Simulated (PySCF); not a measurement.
Process, species as SMILES: P#P (P2) + 3 [H][H] (H2) → 2 P (PH3)
B3LYP-D3(BJ)/def2-TZVP geometries, fixed; electronic energies without zero-point terms.

Basis-set convergence of the energy of full hydrogenation at PBE with PySCF. All functions are spherical. Density fitting with generated auxiliary sets. In sets without p functions on hydrogen, species with hydrogen take exact integrals. No added dispersion term, no relativity. Functions are those of the species that has most. Reference: the value in aug-pcseg-3, -43.00 kcal/mol, itself unsure by roughly 0.19 kcal/mol (its mean distance from aug-cc-pV(Q+d)Z, def2-QZVPPD, pcseg-3). Deviations are taken from unrounded values. Cost is core time over that of cc-pV(T+d)Z, rough, on shared machines of one kind; a dash marks a row that isn't timed (too short, read off another run, short of memory, by another algorithm or on other hardware).

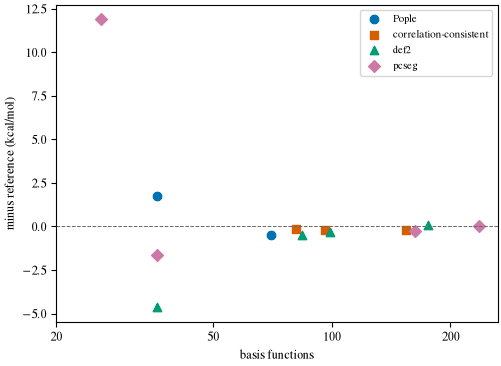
*Deviation from the reference against the number of basis functions, by family of sets.*

```
basis            functions  energy of full hydrogenation (kcal/mol)  minus reference (kcal/mol)  cost
---------------  ---------  ---------------------------------------  --------------------------  ----
pcseg-0                 26                                   -31.10                       11.90     -
6-31G**                 36                                   -41.28                        1.72     -
def2-SVP                36                                   -47.64                       -4.63     -
pcseg-1                 36                                   -44.61                       -1.61     -
6-311++G(2d,2p)         70                                   -43.47                       -0.47  0.8×
cc-pV(T+d)Z             81                                   -43.15                       -0.15    1×
def2-TZVPP              84                                   -43.50                       -0.50  0.9×
jun-cc-pV(T+d)Z         96                                   -43.18                       -0.18    1×
def2-TZVPPD             99                                   -43.29                       -0.29    1×
cc-pV(Q+d)Z            154                                   -43.20                       -0.20    3×
pcseg-3                163                                   -43.24                       -0.24    3×
def2-QZVPPD            175                                   -42.91                        0.09    4×
aug-pcseg-3            236                                   -43.00                        0.00    5×
```
